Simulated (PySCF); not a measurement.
Ge(Me)(Vi)(NH2)2, SMILES [CH3][Ge]([NH2])([NH2])[CH]=C at its GFN2-xTB optimised geometry (Å):

```
16

C     -1.7285     0.6556    -0.9303
C     -0.9199     0.1818     0.0000
Ge    -0.1532    -1.6604     0.0000
C     -0.7652    -2.7190    -1.5498
N      1.6758    -1.6604     0.0000
N     -0.5605    -2.5932     1.5196
H     -2.0323     0.0535    -1.7719
H     -2.1260     1.6604    -0.9007
H     -0.6417     0.8248     0.8283
H     -0.4634    -2.2588    -2.4857
H     -1.8460    -2.8233    -1.5542
H     -0.3252    -3.7091    -1.4970
H      2.1260    -1.3729     0.8570
H      2.1113    -1.1622    -0.7627
H     -0.1014    -2.2951     2.3681
H     -1.5453    -2.6948     1.7176
```

Method: CAM-B3LYP/def2-TZVP (PySCF 2.14.0). Cells within 0.4 Å of a nucleus heavier than hydrogen are left out (blank, or x).

Map of the electron localisation function on the plane z = 0.0 Å:

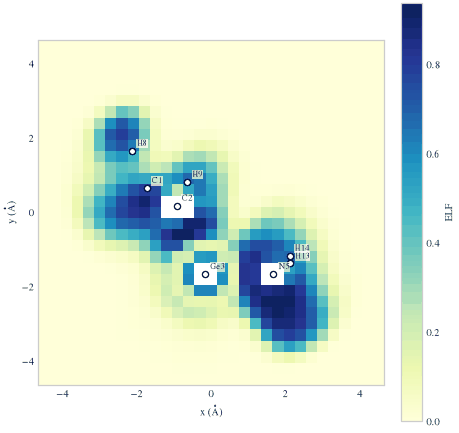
Figure. Electron localisation function on the plane z = 0.0 Å.
